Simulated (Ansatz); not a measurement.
Consider Ag2Ru.

Input

```
crystal:
  lattice:
    - [0.0, 3.1013596614, 3.1013596614]
    - [3.1013596614, 0.0, 3.1013596614]
    - [3.1013596614, 3.1013596614, 0.0]
  atoms:
    - { symbol: Ag, position: [0.25, 0.25, 0.25] }
    - { symbol: Ag, position: [0.75, 0.75, 0.75] }
    - { symbol: Ru, position: [0.0, 0.0, 0.0] }
basis:
  ecutwfc: 420
kpoints:
  mp_grid: { grid: [14, 14, 14] }
hamiltonian:
  xc: pbe
scf:
  occupations: { method: gaussian, width: 0.1 }
output:
  forces: true
  stress: true
  eigenvalues: true
  write_density: true
  write_potential: true
  elf: true
  volumetric_format: npy
relax:
  adjacent_minimum: "off"
  f_tol: 0.01
  max_steps: 80
  cell: { stress_tol: 0.05 }
```

Launched as:

```sh
ansatz run input.yaml --threads 1 --pin off --max-ram 2560MiB --backend cpu --events-out ev --progress --plain --runs-dir out
```

Below, planes, directions and counts refer to the conventional cell (a = 6.20 Å, b = 6.20 Å, c = 6.20 Å, α = 90.00°, β = 90.00°, γ = 90.00°).

The fields are those of the relaxed geometry.

Space group Fm-3m; started from the fluorite_225 prototype, which need not be the ambient phase; computed without spin polarisation.

The calculation used DFT PBE, scalar-relativistic, plane waves, PAW in Ansatz 0.2.0.

> What will maps of the valence pseudo-density and electron localisation function show?

Ag–Ru (2.69 Å): ρ at the midpoint is about 0.34 e/Å³; the ELF is about 0.25 at the midpoint (no shared electron pair shows on this line).

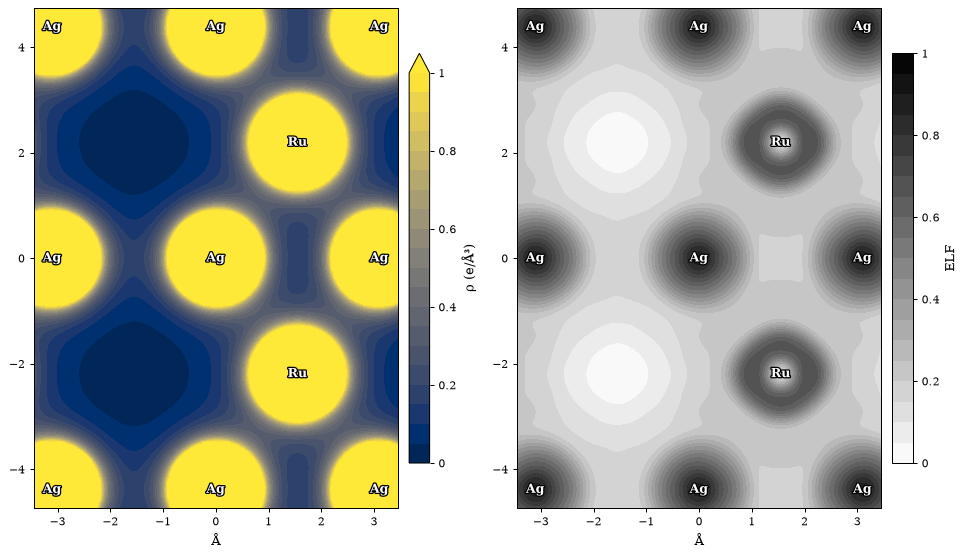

Computed valence pseudo-density and electron localisation function on the (011) plane of the conventional cell, in this order. 

Core electrons are frozen (PAW), and the valence fields are smoothed inside the atomic spheres.
